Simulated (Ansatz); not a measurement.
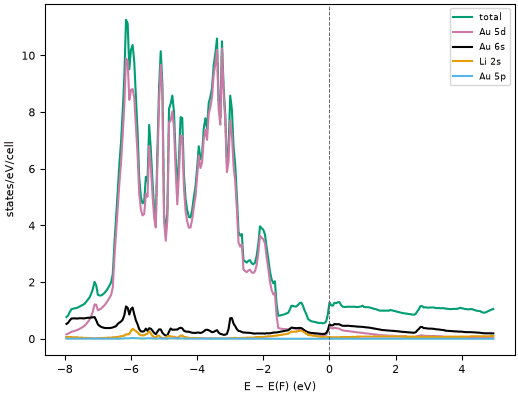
Total and projected density of states of LiAu3 (Cu3Au type, space group No. 221), plane-wave PAW PBEsol (Ansatz code)

**Question.** Which orbitals carry the states next to the Fermi level?

**Answer.** Within 0.5 eV of the Fermi level: Au 6s 38 %, Au 5d 27 %, Li 2s 7 %, outside the projected shells 28 %. Projections are on Löwdin-orthogonalised atomic valence shells; empty p or d shells of many metals are not among them.

**Question.** Where is the tallest occupied peak in this window, and what makes it?

**Answer.** Near -6.2 eV, about 11 states/eV per cell; the largest projected share is Au 5d.

Space group Pm-3m (Cu3Au type). The workflow started from an entry of the Crystallography Open Database (COD). Whether it is the stable phase at ambient conditions was not checked. Symmetry was held in the PBEsol relaxation; whether a distortion lowers the energy is not shown. Scalar-relativistic: spin–orbit coupling is off unless named, which matters more the heavier the elements.

Potentials: the later of the program's two PAW sets.
